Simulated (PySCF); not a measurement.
```yaml
atoms:
  - { symbol: C, position_ang: [0.1736, -1.3624, -0.4326] }
  - { symbol: C, position_ang: [0.4287, 0.0653, -0.0339] }
  - { symbol: B, position_ang: [1.9141, 0.5725, -0.0596] }
  - { symbol: F, position_ang: [2.8896, -0.2351, -0.4267] }
  - { symbol: F, position_ang: [2.3046, 1.7794, 0.2651] }
  - { symbol: C, position_ang: [-0.5843, 0.8801, 0.3326] }
  - { symbol: F, position_ang: [-0.3289, 2.1486, 0.6812] }
  - { symbol: C, position_ang: [-2.0194, 0.5364, 0.4040] }
  - { symbol: O, position_ang: [-2.8826, 1.3006, 0.7369] }
  - { symbol: H, position_ang: [1.1110, -1.8461, -0.6902] }
  - { symbol: H, position_ang: [-0.2858, -1.9182, 0.3823] }
  - { symbol: H, position_ang: [-0.4863, -1.4134, -1.2964] }
  - { symbol: H, position_ang: [-2.2387, -0.5072, 0.1197] }
```

Geometry: GFN2-xTB.

Computed with CAM-B3LYP/def2-SVPD, SCF density, gas phase (PySCF 2.14.0).

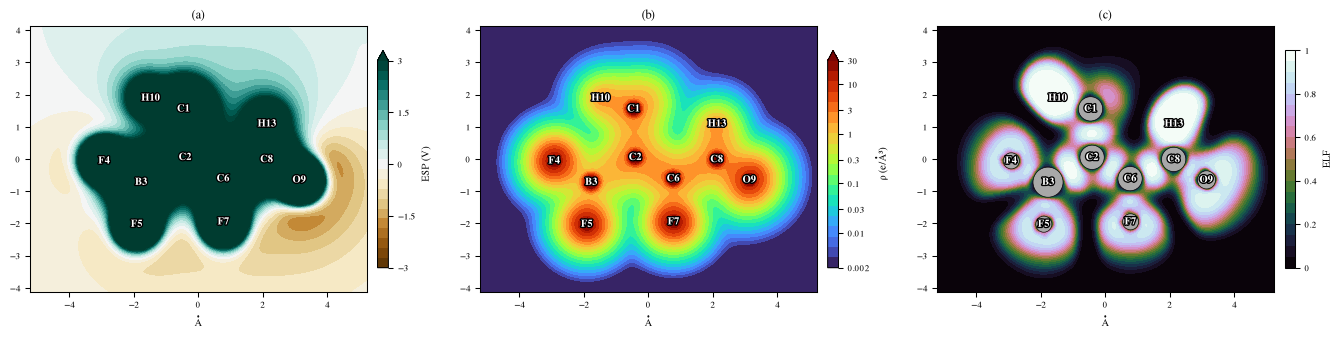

C4H4BF3O. (a) electrostatic potential; (b) total electron density; (c) electron localisation function on the plane of atoms C2, C6 and F7. Grey discs cover the atomic cores in the ELF map.

Q: Describe what can be read from this map.

A: The plane passes through C, B, F, O and H nuclei. C–O (1.20 Å): ρ at the midpoint is about 3.4 e/Å³; the ELF peaks at about 0.85 between the atoms: a short, multiple covalent bond. B–F (1.31 Å): ρ is about 2.3 e/Å³ halfway; the ELF peaks at about 0.85 between the atoms (a shared but strongly polarised pair). C–F (1.34 Å): the density is about 2.3 e/Å³ at the midpoint; the ELF peaks at about 0.85 between the atoms: a shared but strongly polarised pair. C–C (1.35 Å): ρ is about 2.3 e/Å³ halfway; the ELF peaks at about 0.95 between the atoms, as expected for a covalent bond. C–B (1.57 Å): ρ at the midpoint is about 1.4 e/Å³; the ELF peaks at about 1 between the atoms, as expected for a shared electron pair. The ELF also peaks beside F5, F7, O9 and F4, away from the bonds: lone-pair regions. Outside the dense part of the molecule the potential is most negative (−1.8 V) near O9.
